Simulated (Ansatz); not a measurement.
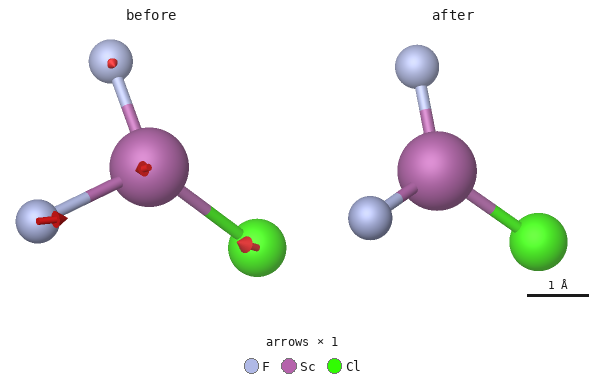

The structure of ScClF$_{2}$ (coarse preliminary run) before (left) and after (right) a relaxation, at one scale. The red arrows give the displacements, at their true length.

Style: ball-and-stick. Shown from a free direction.

The start comes from a force field.

Computed with Ansatz, RKS PBE-D4/def2-SVP.

The input:
```yaml
crystal:
  periodic: [false, false, false]
  atoms:
    - {symbol: F, position_ang: [1.701800, 0.341100, 1.695400]}
    - {symbol: Sc, position_ang: [-0.208800, -0.086900, 0.280000]}
    - {symbol: F, position_ang: [0.044500, -1.958000, -0.499300]}
    - {symbol: Cl, position_ang: [-1.481900, 1.643500, -1.496300]}
basis:
  gaussian: {orbitals: def2-SVP}
hamiltonian: {xc: pbe, dispersion: d4}
relax: {f_tol: 0.03, max_steps: 200}
```

What changed between the two?

After 5 geometry steps the energy has fallen by 83.9 kcal/mol. The largest force component goes from 3.7 to 0.025 eV/Å. F1 moves most after the best rigid fit: 0.59 Å. By element the largest moves are F 0.59 Å, Cl 0.53 Å, Sc 0.34 Å. Some distances before and after: F1–Sc2 2.416 → 1.819 Å, Sc2–Cl4 2.788 → 2.301 Å, Sc2–F3 2.043 → 1.818 Å. Among the angles between lasting bonds that change: F1–Sc2–F3 106.7° → 117.2°, F3–Sc2–Cl4 112.5° → 121.2°, F1–Sc2–Cl4 128.6° → 121.5°. The run took roughly 30 core-seconds on a shared host.
